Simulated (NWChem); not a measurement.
**doublet [SO2F2]− at 6 levels**

Wanted: a comparison of 6 runs (U-r2SCAN/6-311+G**, UB3LYP/6-311+G**, UM06-2X/6-311+G**, UM06-L/6-311+G**, UPBE0/6-311+G**, UTPSS/6-311+G**) of doublet [SO2F2]−. 

The calculation is run with NWChem 7.3.0.

### 1 The structure to begin with

The species is [SO2F2]− (5 atoms), meant as a doublet with charge -1. SMILES of the parent species: `O=S(=O)(F)F`. The coordinates come from a PBE0-D4/def2-TZVP relaxation. That shape belongs to the parent species and isn't relaxed for this state.

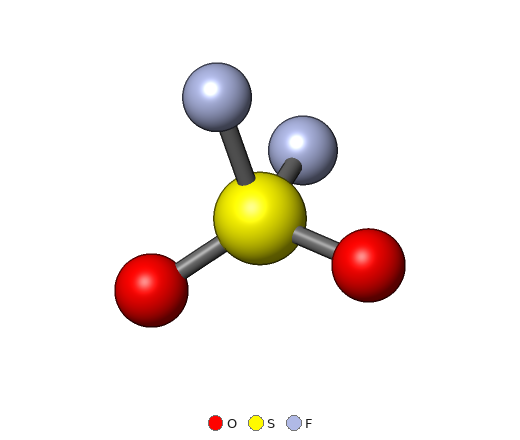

The structure, seen from a chosen angle (oxygen red, sulfur yellow, fluorine light blue).

### 2 The energy at U-r2SCAN/6-311+G(d,p) (run 1)

f2o2s.nw reads:

```
start f2o2s
title "F2O2S"
memory stack 880 mb heap 220 mb global 1100 mb
charge -1

geometry noautosym nocenter noautoz
  O     -0.388200    -0.151100     1.421700
  S      0.070900    -0.096900     0.095900
  O      1.129600    -0.862200    -0.418700
  F     -1.140900    -0.267600    -0.837400
  F      0.328600     1.377800    -0.261400
end

basis spherical bse
  * library 6-311+G**
end

dft
  xc r2scan
  mult 2
  grid fine
  convergence energy 1e-08
  maxiter 100
  mulliken
end

task dft energy
```

The run is started by

```
$ nwchem f2o2s.nw > f2o2s.out
```

Output:

```text
[...]
          Wavefunction type:  spin polarized.
          No. of atoms     :     5
          No. of electrons :    51
[...]
          Charge           :    -1
          Spin multiplicity:     2
[...]
          AO basis - number of functions:   118
[...]
              XC Information
              --------------
                      r^2SCAN Method XC Functional
               r^2SCAN metaGGA Exchange Functional  1.000
                     r^2SCAN Correlation Potential  1.000
[...]
 d= 0,ls=0.0,diis     1   -747.6362037872 -1.04D+03  2.00D-01  1.76D+00     2.0
[...]
 d= 0,ls=0.0,diis    13   -748.1633458966 -1.67D-09  7.77D-06  9.40D-10    21.7
[...]
         Total DFT energy =     -748.163345896564
      One electron energy =    -1622.536675516124
           Coulomb energy =      646.547891324430
    Exchange-Corr. energy =      -64.010663994085
 Nuclear repulsion energy =      291.836102289215
[...]
      Total Density - Mulliken Population Analysis
     ---------------------------------------------
    Atom       Charge   Shell Charges
 -----------   ------   -------------------------------------------------------
    1 O    8     7.68   1.09  0.91  0.95  1.05  2.05  0.87  1.44 -0.66 -0.03  0.02
    2 S   16    17.83   0.77  1.19  0.94  1.05  1.06  0.55  1.85  4.03  0.97  1.79  0.91  1.87  0.07  0.78
    3 O    8     7.68   1.09  0.91  0.95  1.05  2.05  0.87  1.44 -0.66 -0.03  0.02
    4 F    9     8.90   1.08  0.92  1.16  1.11  2.37  0.89  1.70 -0.32 -0.01  0.01
    5 F    9     8.90   1.08  0.92  1.16  1.11  2.37  0.89  1.70 -0.32 -0.01  0.01
[...]
      <S2> =      0.7507 (Exact =     0.7500)
[...]
```

Run time: 22 s. Hardware: 1 thread of AMD EPYC 9R45 (Zen 5), shared host; peak memory 0.12 GiB.

### 3 A single-point energy at UB3LYP/6-311+G(d,p) (run 2)

run.py reads:

```python
from ase import Atoms
from ase.calculators.nwchem import NWChem

mol = Atoms('OSOFF', positions=[
    [-0.388200, -0.151100, 1.421700],
    [0.070900, -0.096900, 0.095900],
    [1.129600, -0.862200, -0.418700],
    [-1.140900, -0.267600, -0.837400],
    [0.328600, 1.377800, -0.261400],
])

calc = NWChem(
    label='work',
    theory='dft',
    memory='2200 mb',
    basis='6-311+G**',
    basispar='spherical bse',
    charge=-1,
    dft={'xc': 'b3lyp', 'mult': '2', 'grid': 'fine', 'convergence': 'energy 1e-08', 'iterations': '100', 'mulliken': None},
    task='energy',
)
mol.calc = calc

print("Total energy (eV):", round(mol.get_potential_energy(), 6))
```

The run is started by

```
$ export ASE_NWCHEM_COMMAND="nwchem PREFIX.nwi > PREFIX.nwo"
$ python run.py
```

Output:

```text
Total energy (eV): -20363.446664
```

The calculator wrote work.nwi:

```
title "work"

permanent_dir work

scratch_dir work

start work

geometry units angstrom nocenter noautosym noautoz
  O  -3.8819999999999999e-01 -1.5110000000000001e-01 1.4217000000000000e+00
  S  7.0900000000000005e-02 -9.6900000000000000e-02 9.5899999999999999e-02
  O  1.1295999999999999e+00 -8.6219999999999997e-01 -4.1870000000000002e-01
  F  -1.1409000000000000e+00 -2.6760000000000000e-01 -8.3740000000000003e-01
  F  3.2860000000000000e-01 1.3777999999999999e+00 -2.6140000000000002e-01
end

charge -1

memory 2200 mb

basis spherical bse noprint
   * library 6-311+G**
end

dft
  xc b3lyp
  mult 2
  grid fine
  convergence energy 1e-08
  iterations 100
  mulliken
end

task dft energy
```

work.nwo:

```text
Northwest Computational Chemistry Package (NWChem) 7.3.0
             --------------------------------------------------------

           Job information
           ---------------

    nwchem branch   = 7.3.0
    use scalapack   = T
    input           = work.nwi
    prefix          = work.
    data base       = work/work.db
    status          = startup
    nproc           =        1

           Memory information
           ------------------

    heap     =     72089600 doubles =      550.0 Mbytes
    stack    =     72089597 doubles =      550.0 Mbytes
    global   =    144179200 doubles =     1100.0 Mbytes (distinct from heap & stack)
    total    =    288358397 doubles =     2200.0 Mbytes
    verify   = yes
    hardfail = no

           Directory information
           ---------------------

  0 permanent = work
  0 scratch   = work

                                NWChem Input Module
                                -------------------

                                       work
                                       ----

[... 25 lines left out ...]
            Nuclear Dipole moment (a.u.)
[... 60 lines left out ...]
  convergence criterion.
[... 16 lines left out ...]
          Convergence on density requested:  1.00D-05
[... 23 lines left out ...]
          Spatial weights used:  Erf1
[... 3 lines left out ...]
          Convergence aids based upon iterative change in
[... 84 lines left out ...]
         Total DFT energy =     -748.342868152220
[... 1 line left out ...]
           Coulomb energy =      646.644855946168
[... 1 line left out ...]
 Nuclear repulsion energy =      291.836102289215
[... 840 lines left out ...]
                     DFT Final Beta Molecular Orbital Analysis
[... 929 lines left out ...]
   alpha    111    112    113    114    115    116    117    118
    beta    111    112    113    114    115    116    117    118
 overlap   1.000  1.000  1.000  1.000  1.000  1.000  1.000  1.000

     --------------------------
     Expectation value of S2:
     --------------------------
      <S2> =      0.7504 (Exact =     0.7500)

 center of mass
 --------------
 x =  -0.02422339 y =   0.03310747 z =  -0.03273934

 moments of inertia (a.u.)
 ------------------
         356.991333548038           1.553086453798          -1.146561434668
           1.553086453798         356.256658034974           1.832109039872
          -1.146561434668           1.832109039872         356.016707868279

     Multipole analysis of the density
     ---------------------------------

     L   x y z        total         alpha         beta         nuclear
     -   - - -        -----         -----         ----         -------
     0   0 0 0     -1.000000    -26.000000    -25.000000     50.000000

     1   1 0 0     -0.103513      0.234266      0.125393     -0.463172
[... 8 lines of this table left out ...]
     2   0 0 2    -37.080611    -67.364724    -57.726881     88.010994

 Task  times  cpu:       18.9s     wall:       18.9s
 Total times  cpu:       18.9s     wall:       18.9s
```

It took 20 s on 1 thread of AMD EPYC 9R45 (Zen 5), shared host; peak memory 0.12 GiB.

Runs 3 to 4 aren't shown in full; the table further down has their settings and results.

### 4 A single-point energy at UPBE0/6-311+G(d,p) (run 5)

run.py reads:

```python
from ase import Atoms
from ase.calculators.nwchem import NWChem

system = Atoms(['O', 'S', 'O', 'F', 'F'], positions=[
    [-0.388200, -0.151100, 1.421700],
    [0.070900, -0.096900, 0.095900],
    [1.129600, -0.862200, -0.418700],
    [-1.140900, -0.267600, -0.837400],
    [0.328600, 1.377800, -0.261400],
])

calc = NWChem(
    label='f2o2s',
    theory='dft',
    memory='2200 mb',
    basis='6-311+G**',
    basispar='spherical bse',
    charge=-1,
    dft={'xc': 'pbe0', 'mult': '2', 'grid': 'fine', 'convergence': 'energy 1e-08', 'iterations': '100', 'mulliken': None},
    task='energy',
)
system.calc = calc

print("Total energy (eV):", round(system.get_potential_energy(), 6))
```

The run is started by

```
$ export ASE_NWCHEM_COMMAND="nwchem PREFIX.nwi > PREFIX.nwo"
$ python run.py
```

Output:

```text
Total energy (eV): -20349.987573
```

The calculator wrote f2o2s.nwi:

```
title "f2o2s"

permanent_dir f2o2s

scratch_dir f2o2s

start f2o2s

geometry units angstrom nocenter noautosym noautoz
  O  -3.8819999999999999e-01 -1.5110000000000001e-01 1.4217000000000000e+00
  S  7.0900000000000005e-02 -9.6900000000000000e-02 9.5899999999999999e-02
  O  1.1295999999999999e+00 -8.6219999999999997e-01 -4.1870000000000002e-01
  F  -1.1409000000000000e+00 -2.6760000000000000e-01 -8.3740000000000003e-01
  F  3.2860000000000000e-01 1.3777999999999999e+00 -2.6140000000000002e-01
end

charge -1

memory 2200 mb

basis spherical bse noprint
   * library 6-311+G**
end

dft
  xc pbe0
  mult 2
  grid fine
  convergence energy 1e-08
  iterations 100
  mulliken
end

task dft energy
```

f2o2s.nwo:

```text
Northwest Computational Chemistry Package (NWChem) 7.3.0
             --------------------------------------------------------

           Job information
           ---------------

    nwchem branch   = 7.3.0
    use scalapack   = T
    input           = f2o2s.nwi
    prefix          = f2o2s.
    data base       = f2o2s/f2o2s.db
    status          = startup
    nproc           =        1

           Memory information
           ------------------

    heap     =     72089600 doubles =      550.0 Mbytes
    stack    =     72089597 doubles =      550.0 Mbytes
    global   =    144179200 doubles =     1100.0 Mbytes (distinct from heap & stack)
    total    =    288358397 doubles =     2200.0 Mbytes
    verify   = yes
    hardfail = no

           Directory information
           ---------------------

  0 permanent = f2o2s
  0 scratch   = f2o2s

                                NWChem Input Module
                                -------------------

                                       f2o2s
                                       -----

[... 25 lines left out ...]
            Nuclear Dipole moment (a.u.)
[... 60 lines left out ...]
  convergence criterion.
[... 16 lines left out ...]
          Convergence on density requested:  1.00D-05
[... 22 lines left out ...]
          Spatial weights used:  Erf1
[... 3 lines left out ...]
          Convergence aids based upon iterative change in
[... 84 lines left out ...]
         Total DFT energy =     -747.848255668267
[... 1 line left out ...]
           Coulomb energy =      646.378965410184
[... 1 line left out ...]
 Nuclear repulsion energy =      291.836102289215
[... 844 lines left out ...]
                     DFT Final Beta Molecular Orbital Analysis
[... 933 lines left out ...]
   alpha    111    112    113    114    115    116    117    118
    beta    111    112    113    114    115    116    117    118
 overlap   1.000  1.000  1.000  1.000  1.000  1.000  1.000  1.000

     --------------------------
     Expectation value of S2:
     --------------------------
      <S2> =      0.7506 (Exact =     0.7500)

 center of mass
 --------------
 x =  -0.02422339 y =   0.03310747 z =  -0.03273934

 moments of inertia (a.u.)
 ------------------
         356.991333548038           1.553086453798          -1.146561434668
           1.553086453798         356.256658034974           1.832109039872
          -1.146561434668           1.832109039872         356.016707868279

     Multipole analysis of the density
     ---------------------------------

     L   x y z        total         alpha         beta         nuclear
     -   - - -        -----         -----         ----         -------
     0   0 0 0     -1.000000    -26.000000    -25.000000     50.000000

     1   1 0 0     -0.088782      0.248388      0.126001     -0.463172
[... 8 lines of this table left out ...]
     2   0 0 2    -37.211729    -67.647069    -57.575655     88.010994

 Task  times  cpu:       20.5s     wall:       20.5s
 Total times  cpu:       20.5s     wall:       20.5s
```

Run time: 21 s. Hardware: 1 thread of AMD EPYC 9R45 (Zen 5), shared host; peak memory 0.12 GiB.

### 5 The energy at UTPSS/6-311+G(d,p) (run 6)

f2o2s.nw reads:

```
start f2o2s
memory stack 880 mb heap 220 mb global 1100 mb
charge -1
geometry units au noautosym nocenter noautoz
  O     -0.73359168    -0.28553762     2.68662363
  S      0.13398158    -0.18311446     0.18122474
  O      2.13463463    -1.62932186    -0.79122833
  F     -2.15598854    -0.50569071    -1.58245666
  F      0.62096400     2.60366465    -0.49397441
end
basis spherical bse
  * library 6-311+G**
end
dft
  xc xtpss03 ctpss03
  mult 2
  grid fine
  convergence energy 1e-08
  iterations 100
  mulliken
end
task dft energy
```

The run is started by

```
$ nwchem f2o2s.nw > f2o2s.out
```

Output:

```text
[...]
          Wavefunction type:  spin polarized.
          No. of atoms     :     5
          No. of electrons :    51
[...]
          Charge           :    -1
          Spin multiplicity:     2
[...]
          AO basis - number of functions:   118
[...]
              XC Information
              --------------
                  TPSS metaGGA Exchange Functional  1.000
             TPSS03 metaGGA Correlation Functional  1.000
[...]
 d= 0,ls=0.0,diis     1   -747.8378705568 -1.04D+03  2.01D-01  1.82D+00     2.0
[...]
 d= 0,ls=0.0,diis    14   -748.3841270088 -5.33D-09  9.08D-06  3.49D-09    23.7
[...]
         Total DFT energy =     -748.384127008848
      One electron energy =    -1622.791352318661
           Coulomb energy =      646.807300232300
    Exchange-Corr. energy =      -64.236156297108
 Nuclear repulsion energy =      291.836081374621
[...]
      Total Density - Mulliken Population Analysis
     ---------------------------------------------
    Atom       Charge   Shell Charges
 -----------   ------   -------------------------------------------------------
    1 O    8     7.67   1.08  0.91  0.96  1.05  2.03  0.87  1.44 -0.67 -0.02  0.02
    2 S   16    17.87   0.78  1.19  0.93  1.05  1.07  0.58  1.85  4.02  0.99  1.79  0.90  1.83  0.08  0.79
    3 O    8     7.67   1.08  0.91  0.96  1.05  2.03  0.87  1.44 -0.67 -0.02  0.02
    4 F    9     8.90   1.08  0.92  1.17  1.11  2.34  0.89  1.71 -0.32  0.00  0.01
    5 F    9     8.90   1.08  0.92  1.17  1.11  2.34  0.89  1.71 -0.32  0.00  0.01
[...]
      <S2> =      0.7503 (Exact =     0.7500)
[...]
```

Run time: 24 s. Hardware: 1 thread of AMD EPYC 9R45 (Zen 5), shared host; peak memory 0.12 GiB.

### 6 Overview of the runs

| run | level | energy (Eh) | HOMO energy (eV) | LUMO energy (eV) | ⟨S²⟩ | wall time |
| --- | --- | --- | --- | --- | --- | --- |
| 1 | U-r2SCAN/6-311+G** | -748.163346 | 2.65 | 3.35 | 0.751 | 22 s |
| 2 | UB3LYP/6-311+G** | -748.342868 | 2.28 | 3.38 | 0.750 | 20 s |
| 3 | UM06-2X/6-311+G** | -748.177590 | 1.66 | 3.72 | 0.751 | 32 s |
| 4 | UM06-L/6-311+G** | -748.256358 | 3.23 | 4.17 | 0.751 | 78 s |
| 5 | UPBE0/6-311+G** | -747.848256 | 2.25 | 3.76 | 0.751 | 21 s |
| 6 | UTPSS/6-311+G** | -748.384127 | 2.80 | 3.09 | 0.750 | 24 s |

### 7 Summary of results

```
                                 quantity          value
                      run 6: total energy  -748.38413 Eh
run 6: HOMO energy (highest over α and β)        2.80 eV
 run 6: LUMO energy (lowest over α and β)        3.09 eV
                              run 6: ⟨S²⟩          0.750
```

What this shows: Totals of different functionals can't be ranked against each other. In runs 1, 2, 3, 4, 5, 6 the HOMO lies above zero, so the outermost electron may be held by the basis alone. All runs together took 3.3 min, the longest 78 s.
